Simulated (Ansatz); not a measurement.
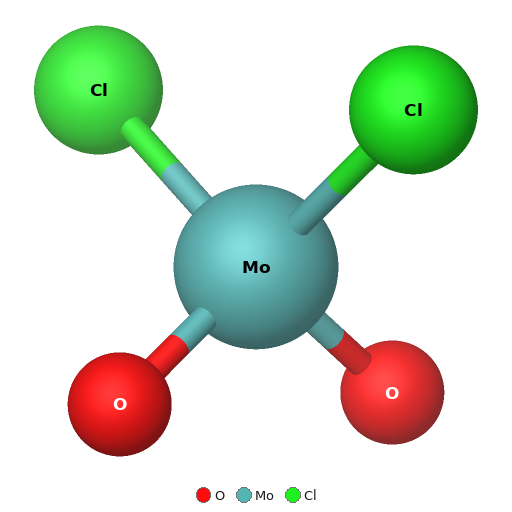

A metal compound. Charge 0, singlet. The geometry was computed by an optimisation with PBE0-D4/def2-TZVP.

Describe the coordination sphere.

Mo binds 4 atoms: 2 O at 1.66 Å, 2 Cl at 2.24 Å. The arrangement is tetrahedral.

Give the formal oxidation state and the d-electron count.

Mo(VI), d⁰, counting the ligands as closed-shell ions or neutral donors.
